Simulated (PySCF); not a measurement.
# H10Si4, SMILES `[SiH3][SiH]([SiH3])[SiH3]`: electronic structure

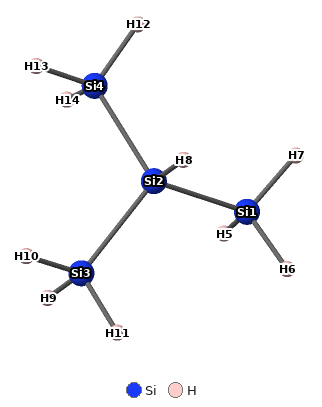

The molecule, with its atoms numbered as below. No frequency check shows the geometry to be a minimum.

Geometry (Å), atoms numbered from 1:

```
Si1      2.2372   -0.1364   -0.1447
Si2      0.0025   -0.0004    0.4930
Si3     -1.2379   -1.8642   -0.1441
Si4     -1.0009    2.0011   -0.1439
H5       2.3631   -0.1332   -1.6049
H6       2.9008   -1.3558    0.3228
H7       3.0492    0.9820    0.3405
H8       0.0029   -0.0023    1.9774
H9      -1.3364   -1.9506   -1.6038
H10     -2.6134   -1.8466    0.3594
H11     -0.6555   -3.1311    0.3044
H12     -0.3373    3.1873    0.4020
H13     -2.4058    2.0968    0.2601
H14     -0.9802    2.1529   -1.6014
```

## 1. Bonding charge

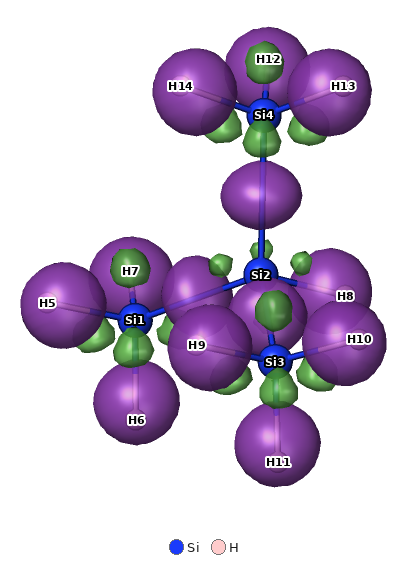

Deformation density (molecule less spherical, spin-averaged free atoms at the same positions), surfaces at ±0.1 e/Å³; purple: gain, green: loss.

Computed with PySCF, ωB97X/def2-TZVP, geometry: GFN2-xTB.

Q: Describe the bonding that the map shows.

A: The five largest and four smallest: Si2–Si4 and Si1–Si2: +0.27 e/Å³ at the bond critical point (bond length 2.33 Å, Mayer order 1.0). Si2–Si3: +0.27 e/Å³ at the bond critical point (bond length 2.33 Å, Mayer order 1.0). Si4–H12: +0.23 e/Å³ at the bond critical point (bond length 1.47 Å, Mayer order 1.0). Si3–H11: +0.23 e/Å³ at the bond critical point (bond length 1.47 Å, Mayer order 1.0). Si1–H6: +0.23 e/Å³ at the bond critical point (bond length 1.47 Å, Mayer order 1.0). Si4–H14: +0.23 e/Å³ at the bond critical point (bond length 1.47 Å, Mayer order 1.0). Si1–H5: +0.23 e/Å³ at the bond critical point (bond length 1.47 Å, Mayer order 1.0). Si3–H9: +0.23 e/Å³ at the bond critical point (bond length 1.47 Å, Mayer order 1.0). Si2–H8: +0.20 e/Å³ at the bond critical point (bond length 1.48 Å, Mayer order 0.9). In all, 3.7 electrons gather in the regions of gain relative to the promolecule.

Q: Where do the Hirshfeld charges lie?

A: The highest Hirshfeld charge is on Si1 and Si4 (+0.23 e), the lowest on H5 (−0.08 e).

## 2. Local ionisation energy

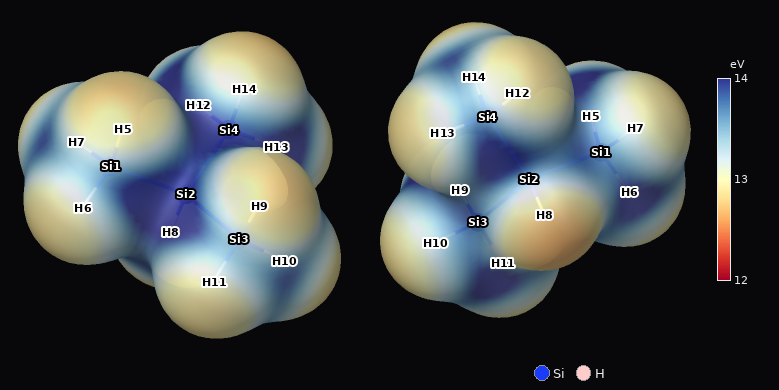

Average local ionisation energy on the surface of electron density 0.001 a.u. (back view left, front view right).

Q: Locate the minima of the map.

A: The lowest value is 12.6 eV, 1.5 Å from H8. Further minima include 12.8 eV, 1.5 Å from H9, and at like points elsewhere. For comparison, the highest occupied orbital lies at −10.5 eV.

Q: What volume does the surface enclose, and what is the dipole moment?

A: About 192 Å³; the dipole moment is 0.2 D.

## 3. In an electric field

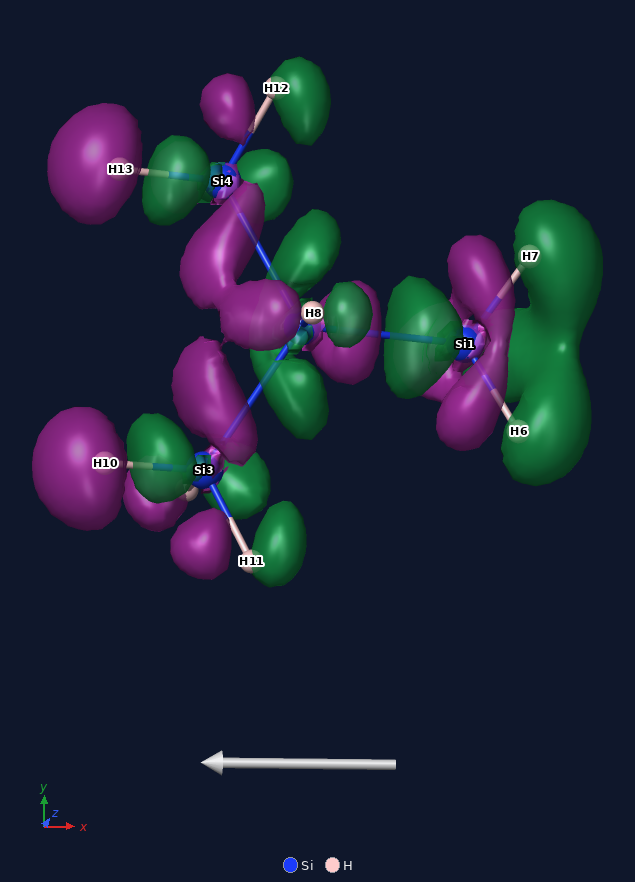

Change of the electron density in a uniform field of 0.21 V/Å along −x (arrow), surfaces at ±0.002 e/Å³ (green: gain, purple: loss).

PySCF calculation, ωB97X/def2-TZVP, gas phase; geometry: GFN2-xTB. A basis without diffuse functions makes polarisabilities too small.

The field was applied in both directions; the picture shows the one opposite to the script's first.

Q: What dipole is induced, and what polarisability does it imply?

A: The induced dipole is 1.29 D (along the field); α along this axis, from the fields in both directions, is 127 bohr³ (18.8 Å³).

The PySCF runs shown took 22 s and 56 s on 1 thread of Intel(R) Xeon(R) CPU @ 2.60GHz (Ice Lake), on a shared host.
